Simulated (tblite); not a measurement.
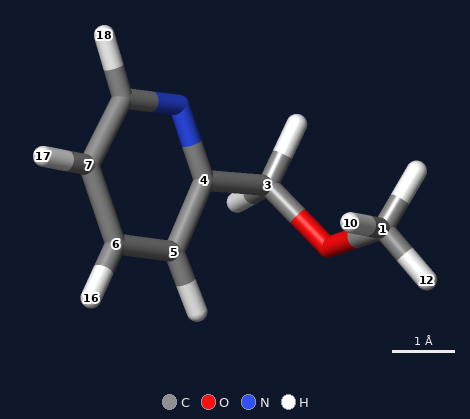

Figure 1. The structure as given in the input (stick view, seen at a tilt; atoms are numbered from 1 in the order of the input). Bond lengths as drawn: C–C 1.38 to 1.51 Å, C–H 1.08 to 1.10 Å, C–N 1.32 to 1.33 Å and C–O 1.41 Å.

Nudged elastic band, with input and output: C7H9NO

C7H9NO (2-(methoxymethyl)pyridine), SMILES COCc1ccccn1, computed with GFN2-xTB climbing-image nudged elastic band, gas phase (tblite 0.8.0).

The run did not end well. It belongs to a series of runs on one base structure; here: H on C replaced by CH2OCH3.

## The program's output
```
image   E - E0 / eV
  0      -0.0000
  1       0.0203
  2       0.0673
  3       0.1498
  4       0.2305
  5       0.1152
  6       0.1541
  7       0.1565
  8       0.0994
```

The run was set up as follows.

## Input file
```
{"job": {"kind": "neb", "xc": "GFN2-xTB", "basis": "xTB", "atoms": [3, 2, 1, 0], "turn": 120}, "charge": 0, "multiplicity": 1}
C     -2.588371     0.084908    -0.570242
O     -2.165747    -0.697439     0.519215
C     -1.165589    -0.077752     1.294411
C      0.170892     0.011668     0.597025
C      0.629054    -1.033527    -0.200017
C      1.861600    -0.905811    -0.815549
C      2.594237     0.253699    -0.608829
C      2.049485     1.233256     0.206195
N      0.868785     1.122129     0.790171
H     -1.766941     0.285691    -1.267834
H     -2.999992     1.043292    -0.231250
H     -3.364137    -0.484820    -1.078213
H     -1.062768    -0.701956     2.188474
H     -1.470386     0.931966     1.603592
H      0.017656    -1.913532    -0.328998
H      2.246638    -1.697421    -1.442713
H      3.560343     0.393571    -1.068391
H      2.576482     2.158397     0.401298
```

The first line tells a small driver script what to run in tblite; the rest is the geometry in Å.

Launched with:
```bash
OMP_NUM_THREADS=1 python <driver script> task.json out
```

## Outcome

- outcome: not converged
- forward barrier: 0.230 eV
- hardware: 1 CPU thread, shared host
- wall time: 51 s
- peak memory: 0.19 GiB

## Diagnosis

The run did not converge. At least one of its steps failed, so the values that rest on that step are not results.
